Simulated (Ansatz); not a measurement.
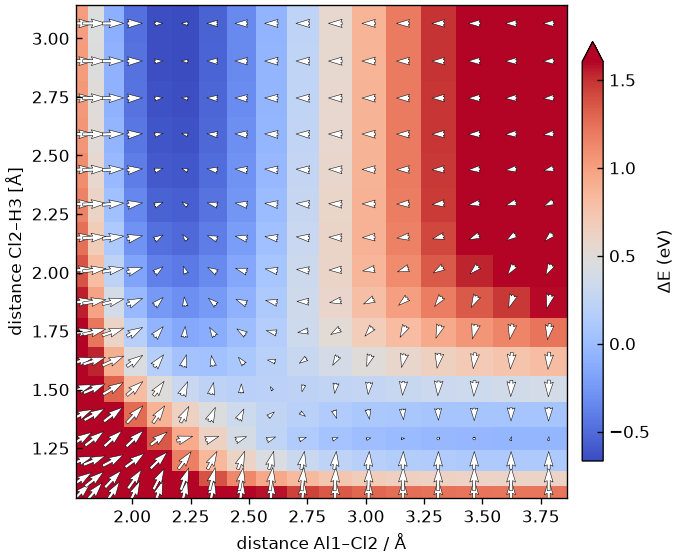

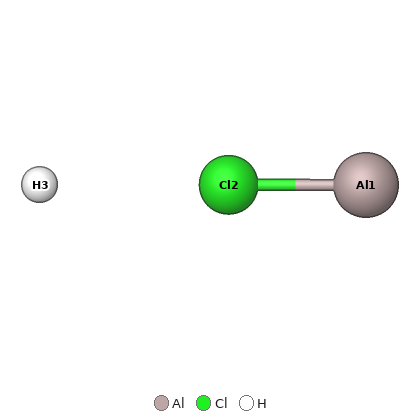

Energy landscape of the system Al + ClH, spin multiplicity 2. 
- Coordinates scanned: (1) distance Al1–Cl2; (2) distance Cl2–H3.
- Nothing is relaxed (the angle Al1–Cl2–H3 is fixed at 180 degrees).
- Grid: 17 × 17 points.
- Points are written as (first, second).
- Energies: eV, counted from Al far from the relaxed ClH (each part in its own basis).
- Energies and slopes of some neighbouring points disagree (a jump in structure or state, or too coarse a mesh).
- Computed with UKS PBE0-D4/def2-SVPD in Ansatz 0.2.0.

The picture shows one coloured cell a grid point, arrows along the force (downhill), their lengths compressed, one colour for all values above the top of the scale. The second picture is the structure at the lowest point.

Q: Describe this landscape.

A: The lowest grid point is at (2.225 Å, 3.064 Å), −0.67 eV from Al far from the relaxed ClH (each part in its own basis). It lies in a valley that leaves the map towards separated partners. The energy also falls towards the edge at (3.784 Å, 1.291 Å) (0.61 eV above the lowest), where a further well may lie outside the range. The highest grid point, (1.784 Å, 1.064 Å), lies 6.50 eV above the lowest.

The values on the grid:

```
distance Cl2–H3 ↓, distance Al1–Cl2 →  1.838  2.011  2.225  2.467  2.731  3.013  3.311  3.623
                                3.064   0.47  −0.48  −0.67  −0.34   0.24   0.88   1.49   2.04
                                2.745   0.49  −0.46  −0.65  −0.32   0.24   0.88   1.49   2.03
                                2.440   0.55  −0.40  −0.61  −0.29   0.27   0.89   1.48   2.00
                                2.150   0.69  −0.28  −0.51  −0.22   0.31   0.89   1.42   1.87
                                1.876   0.98  −0.03  −0.31  −0.08   0.35   0.80   1.18   1.48
                                1.623   1.54   0.45   0.05   0.10   0.30   0.49   0.64   0.76
                                1.394   2.51   1.27   0.63   0.34   0.19   0.10   0.07   0.06
                                1.198   3.83   2.21   1.18   0.61   0.32   0.18   0.13   0.12
                                1.064   5.08   3.44   2.37   1.76   1.44   1.29   1.24   1.22
```

The table holds every second grid line.

The input of one point:

```yaml
crystal:
  periodic: [false, false, false]
  atoms:
    - { symbol: Al, position_ang: [-2.225, 0.0, 0.0] }
    - { symbol: Cl, position_ang: [0.0, 0.0, 0.0] }
    - { symbol: H, position_ang: [3.064, 0.0, 0.0] }
magnetization:
  spin_polarized: true
  initial_magnetization: 1
basis:
  gaussian: { orbitals: def2-SVPD }
hamiltonian:
  xc: pbe0
  dispersion: d4
output:
  forces: true
```

Each point was launched as `ansatz run input.yaml --threads 1 --pin off --max-ram 2560MiB --backend cpu --events-out ev --progress --plain --runs-dir out`. Time for the 289 points that were run: 9.5 min on 1 thread of Intel(R) Xeon(R) 6975P-C (Granite Rapids), on a shared host.
